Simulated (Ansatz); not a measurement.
# Be2Ge (model cell, started as antifluorite): phonons and vibrational spectra

The cell of Be2Ge (model cell, started as antifluorite) is at rest. What are its phonons?

Calculated with Ansatz 0.2.0; DFT PBEsol, scalar-relativistic, plane waves, PAW.

The structure was built from a prototype and need not be the compound's stable phase.

## 1. The structure

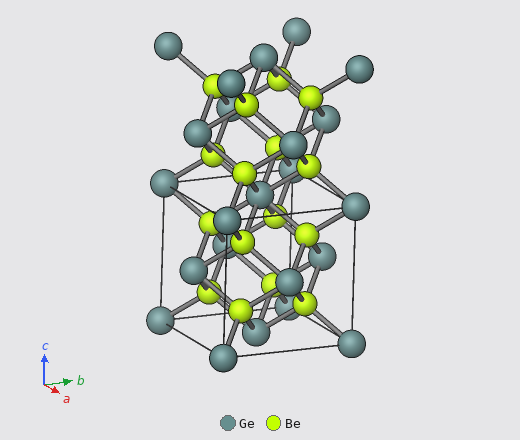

Start, viewed slightly off an axis; germanium teal, beryllium green. 1×1×2 cells are drawn. This picture shows the conventional cell, with its axes. Some periodic images of atoms are drawn too.

## 2. The dispersion

The cell comes from relaxations at this level that are not shown. Stability and thermal properties need the whole zone. Linear response on a 4×4×4 q mesh gives force constants as far as a supercell of that size would.

The input, input.yaml:

```yaml
crystal:
  lattice:
    - [0.0, 2.6658020919, 2.6658020919]
    - [2.6658020919, 0.0, 2.6658020919]
    - [2.6658020919, 2.6658020919, 0.0]
  atoms:
    - { symbol: Ge, position: [0.0, 0.0, 0.0] }
    - { symbol: Be, position: [0.25, 0.25, 0.25] }
    - { symbol: Be, position: [0.75, 0.75, 0.75] }
kpoints:
  mp_grid: { grid: [12, 12, 12] }
hamiltonian:
  xc: pbesol
scf:
  occupations: { method: methfessel_paxton, width: 0.15 }
output:
  eigenvalues: true
phonons:
  method: dfpt
  qmesh: [4, 4, 4]
  temperatures: { t_max: 1000, t_step: 50 }
  qpath:
    path:
      - [[0.0, 0.0, 0.0], [0.5, 0.0, 0.5], [0.625, 0.25, 0.625]]
      - [[0.375, 0.375, 0.75], [0.0, 0.0, 0.0], [0.5, 0.5, 0.5], [0.5, 0.25, 0.75], [0.5, 0.0, 0.5]]
    npoints: 10
```

Run with:

```console
$ ansatz run input.yaml --threads 4 --pin off --max-ram 7168MiB --backend cpu --events-out ev --progress --plain --runs-dir out
```

Numbers of over 12 decimals in the logs are rounded to 6 here.

The log of the run:

```text
Warning: phonons: the dynamical matrix that this run interpolates holds no multipole term above the dipole-dipole one, and a site of this crystal is no centre of inversion, so its interpolated transverse optical and acoustic branches and sound speeds can stay off near Gamma, and the density of states and the thermodynamics with them. What a run solves at a wave vector of phonons.qpoints, Gamma apart, where the deck admits one, is free of this, and under fd what a larger phonons.supercell samples
Engine: ansatz 0.2.0, x86_64-unknown-linux-gnu
Pseudopotentials: kind: paw
Pseudopotential: Ge, paw, valence charge 14, recommended cutoff 420 eV (normal), Ge.paw.azcp
Pseudopotential: Be, paw, valence charge 2, recommended cutoff 420 eV (normal), Be.paw.azcp
Functional definition: PBEsol
  exchange = pbesol_x
  correlation = pbesol_c
Crystal: 3 atoms, lattice volume = 37.889 Å³
Basis set: ecut = 420 eV, 725 PW (Γ), exchange–correlation on 54×54×54 points (8 copies of the dense FFT grid, shifted against one another)
Bands: 13, of which v1, the nominal top of the filled ones, is band 9 counted from 1 (8 counted from 0)
Symmetry: 48 space group operations
k-points: 72 of 1728
Non-local potential: Ge, projectors of the file, l = 0: 2, l = 1: 2, l = 2: 3, l = 3: 1
Non-local potential: Be, projectors of the file, l = 0: 2, l = 1: 2, l = 2: 1
PAW form: soft (Blöchl's): semilocal exchange-correlation on the pseudo side does not see the compensation charge
PAW frozen core: Ge, regenerated for the run's functional, and the local potential with it (the file was generated under x = pbe(κ = 0.804, μ = 0.219515), c = pbe(β = 0.066725))
PAW frozen core: Be, regenerated for the run's functional, and the local potential with it (the file was generated under x = pbe(κ = 0.804, μ = 0.219515), c = pbe(β = 0.066725))
PAW one-centre angular grid: Ge, 590 points (default); XC on 64 Gauss nodes
PAW one-centre angular grid: Be, 110 points (default); XC on 64 Gauss nodes
Initial density: superposition of atomic densities (neutral atoms: chi_scale 0, normalization atom), corrected by the library's trained network
Initial wavefunctions: pseudopotential atomic-orbital guess
Functional: x = pbesol(κ = 0.804, μ = 0.123457), c = pbesol(β = 0.046)
SCF iter   1: F=—  HF=-4433.541623 eV  |F-HF|=—  |Δ(HF+E_count)|=         —  Δρ=2.45e-3  dr2=3.02e-3  ethr=1.77e-3  ⟨swp⟩=5.2  Hψ=5228  notcnv=0
preconditioner: auto → Kerker (q_TF=auto, 2.410 Å⁻¹)  [metal: Δε(μ)=0.036 eV  Ē_g=19.914 eV  σ=0.150 eV  W_gap=0.20  n_scr=14 (ndim 8)  ℏωp=25.6 eV  f_vac=0.002  D(μ)=0.26/eV (n_scr^D=0)]
SCF iter   2: F=—  HF=-4433.540974 eV  |F-HF|=—  |Δ(HF+E_count)|=   6.50e-4  S|Δr|=    0.00e0  Δρ=1.85e-3  dr2=1.74e-3  ethr=1.68e-5  ⟨swp⟩=1.0  Hψ=1514  notcnv=0
SCF iter   3: F=—  HF=-4433.541210 eV  |F-HF|=—  |Δ(HF+E_count)|=   2.36e-4  S|Δr|=    0.00e0  Δρ=1.02e-3  dr2=2.76e-4  ethr=9.68e-6  ⟨swp⟩=2.9  Hψ=1582  notcnv=0
SCF iter   4: F=—  HF=-4433.541054 eV  |F-HF|=—  |Δ(HF+E_count)|=   1.56e-4  S|Δr|=    0.00e0  Δρ=4.68e-4  dr2=6.91e-5  ethr=1.54e-6  ⟨swp⟩=2.0  Hψ=1301  notcnv=0
SCF iter   5: F=—  HF=-4433.541072 eV  |F-HF|=—  |Δ(HF+E_count)|=   1.80e-5  S|Δr|=    0.00e0  Δρ=2.78e-4  dr2=1.22e-5  ethr=3.84e-7  ⟨swp⟩=1.3  Hψ=977  notcnv=0
SCF iter   6: F=—  HF=-4433.541067 eV  |F-HF|=—  |Δ(HF+E_count)|=   5.19e-6  S|Δr|=    0.00e0  Δρ=2.40e-5  dr2=1.26e-7  ethr=6.80e-8  ⟨swp⟩=2.1  Hψ=1377  notcnv=0
SCF iter   7: F=—  HF=-4433.541067 eV  |F-HF|=—  |Δ(HF+E_count)|=   1.72e-7  S|Δr|=    0.00e0  Δρ=2.08e-6  dr2=1.06e-9  ethr=7.02e-10  ⟨swp⟩=2.0  Hψ=1581  notcnv=0
SCF iter   8: F=—  HF=-4433.541067 eV  |F-HF|=—  |Δ(HF+E_count)|=  6.16e-10  S|Δr|=    0.00e0  Δρ=1.78e-6  dr2=5.76e-10  ethr=5.90e-12  ⟨swp⟩=2.8  Hψ=1566  notcnv=0
SCF iter   9: F=—  HF=-4433.541067 eV  |F-HF|=—  |Δ(HF+E_count)|=  4.31e-10  S|Δr|=    0.00e0  Δρ=2.43e-7  dr2=1.14e-11  ethr=3.20e-12  ⟨swp⟩=2.1  Hψ=1503  notcnv=0
SCF iter  10: F=-4433.541067 eV  HF=-4433.541067 eV  |F-HF|=1.82e-12  |Δ(HF+E_count)|=  9.09e-12  S|Δr|=    0.00e0  Δρ=1.12e-8  dr2=5.38e-14  ethr=1.00e-12  ⟨swp⟩=5.0  Hψ=3652  notcnv=0
SCF 1 converged in 10 iterations: F = -4433.541067 eV  dr2 = 5.38e-14
  greatest PAW one-centre occupation: 0.998 electrons in one spin orbital (limit 2), on the Ge atom at site 0 (counted from 0), in its partial waves of l = 2
Initial density: read from a saved state, or passed on in memory by an earlier SCF of this step, an earlier step, the calling program or the single point that the run made first
iter 1 solved again at ethr=4.62e-7 eV; its pass at ethr=3.10e-3 eV (dr2=8.31e-5 eV) is discarded
SCF iter   1: F=—  HF=-4433.541067 eV  |F-HF|=—  |Δ(HF+E_count)|=         —  Δρ=8.83e-7  dr2=3.54e-10  ethr=4.62e-7  ⟨swp⟩=2.1  Hψ=7408  notcnv=0
eigensolver tolerance schedule: the retry pair's looser diagonalisation over-reported the residual by 234861.12 of it (diagonalisation noise at an unbounded share of the residual, at the tolerance the schedule requests for it); recorded, not acted on — ethr = c·dr2/N_el stays at c = 1.0e-1
preconditioner: auto → Kerker (q_TF=auto, 2.410 Å⁻¹)  [metal: Δε(μ)=0.036 eV  Ē_g=19.954 eV  σ=0.150 eV  W_gap=0.20  n_scr=14 (ndim 8)  ℏωp=25.6 eV  f_vac=0.000  D(μ)=0.26/eV (n_scr^D=0)]
SCF iter   2: F=—  HF=-4433.541067 eV  |F-HF|=—  |Δ(HF+E_count)|=   8.96e-8  S|Δr|=    0.00e0  Δρ=4.90e-7  dr2=9.08e-11  ethr=1.97e-12  ⟨swp⟩=3.4  Hψ=2228  notcnv=0
SCF iter   3: F=—  HF=-4433.541067 eV  |F-HF|=—  |Δ(HF+E_count)|=  5.55e-11  S|Δr|=    0.00e0  Δρ=2.81e-7  dr2=3.48e-11  ethr=1.00e-12  ⟨swp⟩=2.1  Hψ=1339  notcnv=0
SCF iter   4: F=—  HF=-4433.541067 eV  |F-HF|=—  |Δ(HF+E_count)|=  1.46e-11  S|Δr|=    0.00e0  Δρ=1.84e-7  dr2=1.57e-11  ethr=1.00e-12  ⟨swp⟩=1.0  Hψ=936  notcnv=0
SCF iter   5: F=-4433.541067 eV  HF=-4433.541067 eV  |F-HF|=6.37e-12  |Δ(HF+E_count)|=  9.09e-13  S|Δr|=    0.00e0  Δρ=1.29e-7  dr2=7.62e-12  ethr=1.00e-12  ⟨swp⟩=2.0  Hψ=1843  notcnv=0
SCF 2 converged in 5 iterations: F = -4433.541067 eV  dr2 = 7.62e-12
phonons: the bands overlap, so this run is a metal and interpolates without the dipole-dipole term. If the crystal is really an insulator or semiconductor, its LO-TO splitting is missing
NSCF: frozen V_eff on 72 k-points
NSCF: frozen V_eff on 163 k-points
DFPT response loops at q = (0, 0, 0) (fractional): preconditioner auto → Kerker (q_TF=auto, 2.410 Å⁻¹) (partly filled bands, converged f_vac=0.000); β = 1.00, the filter's whole step (`scf.mixing.beta` (0.50) is not read by the response loops under this deck's `scf.mixing.preconditioner`; to damp them name `kerker` or `kerker_dos`, under which they read `scf.mixing.beta`, and type it under 1.00, their step now; both keys bind the ground state too); Broyden in place of MSR1
NSCF: frozen V_eff on 1872 k-points
DFPT response loops at q = (0, 0, 0.25) (fractional): mixed as the last ones told, above
NSCF: frozen V_eff on 952 k-points
DFPT response loops at q = (0, 0, -0.5) (fractional): mixed as the last ones told, above
NSCF: frozen V_eff on 1020 k-points
DFPT response loops at q = (0, 0.25, 0.25) (fractional): mixed as the last ones told, above
NSCF: frozen V_eff on 3456 k-points
DFPT response loops at q = (0, 0.25, -0.5) (fractional): mixed as the last ones told, above
NSCF: frozen V_eff on 1872 k-points
DFPT response loops at q = (0, 0.25, -0.25) (fractional): mixed as the last ones told, above
NSCF: frozen V_eff on 560 k-points
DFPT response loops at q = (0, -0.5, -0.5) (fractional): mixed as the last ones told, above
NSCF: frozen V_eff on 1020 k-points
DFPT response loops at q = (0.25, -0.5, -0.25) (fractional): mixed as the last ones told, above
SCF converged after 10 iterations
Stability not checked: this state was not tested for a lower state beside it, because cold or Methfessel-Paxton smearing, or corrected tetrahedra, fill the levels in a way that the test cannot read (fill_not_monotonic; see scf.lower_state_search)
Free energy (F): -4433.541067 eV
Harris-Foulkes:  -4433.541067 eV  (|F-HF|=1.82e-12)
Internal energy: -4433.541219 eV  (E = F + TS)
E sigma→0 (E₀):  -4433.541105 eV
Entropy (-TS):   0.000152 eV (0.051 meV/atom)
Fermi energy:    9.255605 eV
--- Per-component energies (eV) ---
  E_band       = -128.682170
  E_kinetic    = 152.007698
  E_local      = -2537.576278  (includes V_loc(G=0)·N_el)
  E_nonlocal   = 430.137853
  E_hartree    = 1125.815520
  E_xc         = -114.081534
  E_vxc        = -106.304806  (∫ρ·V_xc dr)
  E_paw        = -2094.670619  (= ΣΔE_a)
  E_vpaw       = -318.577940  (= ΣTr[D̂ρ^β])
  E_aug_tail   = 0.000271  (compensation charges beyond the density's cutoff)
  E_ewald      = -1396.111129
  E_core_change = 0.936999  (= ΣΔE_core)
  E_smearing   = 0.000152  (= −TS)
  E_closure    = 0.000000  (closes the sum)
  Σ components = -4433.541067   (vs F -4433.541067, Δ=0.00e0)
--- Band table (eV; the first three rows and the last of 72) ---
  k-point 0: bands = [... 5 lower, -3.6873, 9.7632, 9.7632, 9.7632, 9.9048, 9.9048, 9.9048, 13.7198]
  k-point 1: bands = [... 5 lower, -3.5991, 8.1478, 9.1209, 9.1209, 10.5817, 10.5817, 10.9555, 14.1589]
  k-point 2: bands = [... 5 lower, -3.3368, 6.3552, 8.5279, 8.5279, 11.1489, 11.1489, 11.3568, 14.8106]
  k-point 71: bands = [... 5 lower, -0.4422, 3.3587, 3.3587, 3.8997, 12.6874, 12.6874, 13.6172, 13.7864]
--- Phonons (Γ-DFPT): 2 representative perturbations + reference (Σ response iterations 6) ---
  ASR residual: 1.326e-6 → 0.000e0 eV/Å²; symmetrization residual: 3.298e-7 eV/Å²
  ASR residual per site (eV/Å²): 8.67e-7 1.33e-6 1.33e-6
  Γ frequencies (cm⁻¹): 0.00 0.00 0.00 378.61 378.61 378.61 389.62 389.62 389.62
--- Phonons (arbitrary-q DFPT): 8 irreducible q on the 4×4×4 mesh ---
  q = [0.0000, 0.0000, 0.0000] (star 1, of the zone-centre solve; hermiticity 8.18e-8, symmetrization 2.69e-13): -0.00 0.00 0.00 378.61 378.61 378.61 389.62 389.62 389.62
  q = [0.0000, 0.0000, 0.2500] (star 8, 2 solved perturbations on 936 of 1728 k-point pairs; hermiticity 1.88e-7, symmetrization 2.19e-13): 52.55 52.55 166.55 362.87 362.87 382.77 406.48 406.48 499.56
  q = [0.0000, 0.0000, -0.5000] (star 4, 2 solved perturbations on 476 of 1728 k-point pairs; hermiticity 6.76e-8, symmetrization 1.16e-12): -44.87 -44.87 203.54 390.27 390.27 408.96 408.96 429.84 532.98
  q = [0.0000, 0.2500, 0.2500] (star 6, 4 solved perturbations in 1608 linear systems a pass and spin channel, the states on 510 of 1728 k-point pairs; hermiticity 8.15e-8, symmetrization 4.14e-13): 77.45 77.45 168.14 341.44 341.44 414.79 417.04 417.04 490.08
  q = [0.0000, 0.2500, -0.5000] (star 24, 4 solved perturbations in 5328 linear systems a pass and spin channel, the states on 1728 of 1728 k-point pairs; hermiticity 4.62e-8, symmetrization 2.87e-13): 41.64 150.87 181.60 361.13 384.62 408.19 417.95 439.74 475.37
  q = [0.0000, 0.2500, -0.2500] (star 12, 4 solved perturbations in 2892 linear systems a pass and spin channel, the states on 936 of 1728 k-point pairs; hermiticity 9.33e-8, symmetrization 2.75e-13): 83.65 154.19 169.95 348.41 390.00 407.19 420.05 441.48 450.94
  q = [0.0000, -0.5000, -0.5000] (star 3, 4 solved perturbations in 886 linear systems a pass and spin channel, the states on 280 of 1728 k-point pairs; hermiticity 1.82e-8, symmetrization 2.44e-13): -74.47 -74.47 221.22 358.65 358.65 416.06 416.06 423.26 531.69
  q = [0.2500, -0.5000, -0.2500] (star 6, 4 solved perturbations in 1544 linear systems a pass and spin channel, the states on 510 of 1728 k-point pairs; hermiticity 1.54e-8, symmetrization 7.34e-13): 143.92 163.68 163.68 394.67 397.67 401.63 401.63 411.78 463.21
  sum rule: each row above includes the acoustic sum rule's correction from the zone centre's row sums; it moved no ω² by more than (0.20 cm⁻¹)²
  mesh force constants: q→R imaginary residual 3.89e-18; ASR residual 1.326e-6 → 0.000e0 eV/Å²; symmetrization residual 1.193e-15 eV/Å²
  interpolated dispersion: 62 rows × 9 modes
  density of states and harmonic sums: on the 20×20×20 q-mesh, interpolated from the force constants of a 4×4×4 supercell (no non-analytic term)
  largest difference from the sums on the solved wave vectors: F 3.03e-2 eV, S 4.33e-5 and C_V 1.37e-5 eV/K
  zero-point energy: 0.175023 eV/cell   skipped modes (ω ≤ 0): 48, of them read as no rigid motion or as one in doubt: 45 (1.138e-1 modes/cell left out, lowest -74.47 cm⁻¹)   left out of the sums: 1.27e-2 of the cell's modes: C_V's classical limit lies that fraction below 3 k_B per atom; for a crystal, a wire or a layer, F and S can be off by more, and a phonons.interpolated_qmesh denser along its periods is the remedy for the sampling
```

Wall time 5.3 min (4 threads of Intel Xeon 6975P-C (Granite Rapids), shared host); peak memory 2.2 GiB.

Reading the cycles: dr2 is the Hartree energy of the density residual (eV), the measure of convergence; HF is the Harris–Foulkes estimate of the energy, which meets the free energy F at convergence.

This step gave:

* volume per atom: 12.63 Å³
* gap on the k-mesh: 0 eV
* sum-rule residual before enforcement: 1.33e-6 eV/Å²
* lowest frequency on the path: -74.47 cm⁻¹
* point group: m-3m
* highest frequency on the path or at a solved wavevector: 533 cm⁻¹
* highest optical mode at the zone centre (no LO-TO term): 389.6 cm⁻¹
* lowest optical zone-centre mode: 378.6 cm⁻¹
* lowest mode on the q mesh (acoustic modes at Γ apart): -74.47 cm⁻¹

Frequencies (cm⁻¹) solved at each irreducible wavevector; negative means imaginary. Frequencies by wavevector, by row:

```csv
q in reciprocal lattice units,star,mode 1,mode 2,mode 3,mode 4,mode 5,mode 6,mode 7,mode 8,mode 9
0 0 0,1,0,0,0,378.6,378.6,378.6,389.6,389.6,389.6
0 0 0.25,8,52.5,52.5,166.6,362.9,362.9,382.8,406.5,406.5,499.6
0 0 -0.5,4,-44.9,-44.9,203.5,390.3,390.3,409,409,429.8,533
0 0.25 0.25,6,77.5,77.5,168.1,341.4,341.4,414.8,417,417,490.1
0 0.25 -0.5,24,41.6,150.9,181.6,361.1,384.6,408.2,417.9,439.7,475.4
0 0.25 -0.25,12,83.7,154.2,169.9,348.4,390,407.2,420.1,441.5,450.9
0 -0.5 -0.5,3,-74.5,-74.5,221.2,358.6,358.6,416.1,416.1,423.3,531.7
0.25 -0.5 -0.25,6,143.9,163.7,163.7,394.7,397.7,401.6,401.6,411.8,463.2
```

Interpolated from a 4×4×4 q mesh. The phonon branches at the labelled points (cm⁻¹):

```csv
point,branch 1,branch 2,branch 3,branch 4,branch 5,branch 6,branch 7,branch 8,branch 9
Γ,0,0,0,379,379,379,390,390,390
X,-74,-74,221,359,359,416,416,423,532
U,32,151,199,363,396,402,417,419,482
jump to K,32,151,199,363,396,402,417,419,482
Γ,0,0,0,379,379,379,390,390,390
L,-45,-45,204,390,390,409,409,430,533
W,144,164,164,395,398,402,402,412,463
X,-74,-74,221,359,359,416,416,423,532
```

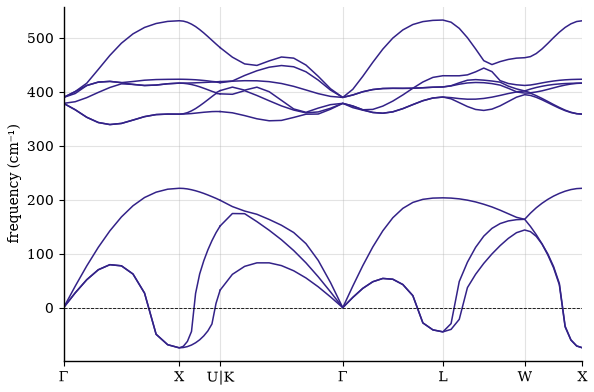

Phonon branches along the path.

The phonon density of states has structure finer than the step of the table below, so its rows give means over 25 cm⁻¹, whole bins alone (the curve runs from -77.5 to 532 cm⁻¹). Peaks (cm⁻¹: height): 182.5: 0.0284, 362.5: 0.0682, 387.5: 0.0564, 417.5: 0.123.

Tetrahedra on a 20×20×20 mesh, mean over bins of 5 cm-1. Interpolated from a 4×4×4 q mesh. The phonon density of states by wavenumber; means over each step:

```csv
wavenumber (cm⁻¹),phonon density of states (1/cm⁻¹/cell)
-50,0.00125
-25,0.00171
0,0.00191
25,0.00362
50,0.0135
75,0.0210
100,0.0147
125,0.0127
150,0.0132
175,0.0206
200,0.0145
225,9.3e-4
250,0
275,0
300,0
325,1.0e-5
350,0.0266
375,0.0467
400,0.0486
425,0.0695
450,0.0177
475,0.0176
500,0.00997
```

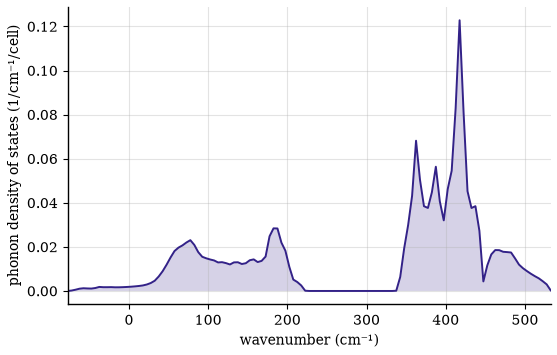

Phonon density of states, plotted against wavenumber.

The partial phonon density of states has structure finer than the step of the table below, so its rows give means over 50 cm⁻¹, whole bins alone (the curve runs from -82.9 to 559 cm⁻¹). Peaks (cm⁻¹: height): Be 365.1: 0.0536, 417.6: 0.0864; Ge 78.5: 0.0176, 139.1: 0.0131, 183.5: 0.0233, 417.6: 0.0128.

Phonopy on the run's constants, 19x19x19 mesh, Gaussian sigma 4.6 cm-1. Interpolated from a 4×4×4 q mesh. Partial phonon density of states against wavenumber; means over each step; values in 1/cm⁻¹/cell:

```csv
wavenumber (cm⁻¹),Be,Ge
-50,3.3e-4,0.00117
0,3.3e-4,0.00128
50,0.00248,0.0107
100,0.00257,0.0131
150,0.00174,0.0122
200,0.00123,0.0128
250,2.9e-7,2.9e-5
300,1.5e-7,0
350,0.0251,3.9e-4
400,0.0529,0.00556
450,0.0229,0.00230
500,0.00994,4.3e-4
```

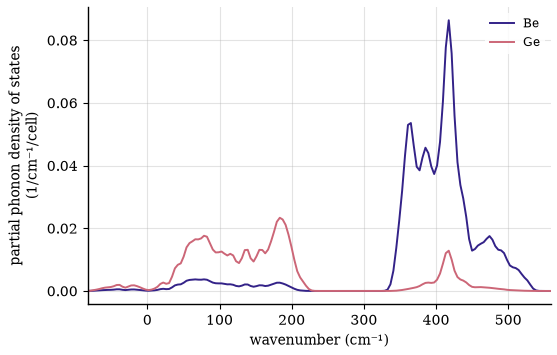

Partial phonon density of states against wavenumber.

Symmetry leaves 8 wavevectors to solve. The lowest mode among them, the acoustic zeros apart, lies at q = (0, -0.5, -0.5) and is imaginary, 74.5i cm⁻¹, so the energy falls along it.

## 3. Outcome

* space group (within 0.01 Å): Fm-3m
* volume per atom: 12.6 Å³
* electronic character: no gap on this mesh
* highest optical mode at the zone centre (no LO-TO term): 390 cm⁻¹
* lowest optical zone-centre mode: 379 cm⁻¹
* lowest mode on the q mesh (acoustic modes at Γ apart): -74.5 cm⁻¹
* highest frequency on the path or at a solved wavevector: 533 cm⁻¹
* imaginary modes on the 4×4×4 q mesh: yes

What this shows: Modes are clearly imaginary (beyond 10i cm⁻¹) at 2 of the 8 irreducible wavevectors, most at q = (0, -0.5, -0.5) (74.5i cm⁻¹), so this structure is not a minimum of the energy. The optical modes at Γ span 379 to 390 cm⁻¹. With no gap, or one that is small against the smearing, the frequencies hang on the k mesh and the smearing, most of all near Kohn anomalies. The starting cell was built on a prototype and not taken from a measurement, so the phase need not exist. These are harmonic frequencies at zero temperature: anharmonic shifts, linewidths and thermal expansion are left out.

[Logs are printed without paths, hosts, clocks, repeated set-up lines and the standing remarks that a program may print on its own settings, such as how far it seeks lower states.]

[Hosts, paths, dates, database ids (printed as entryN), source tags and the programs' standing remarks are cut or masked in the printed files.]
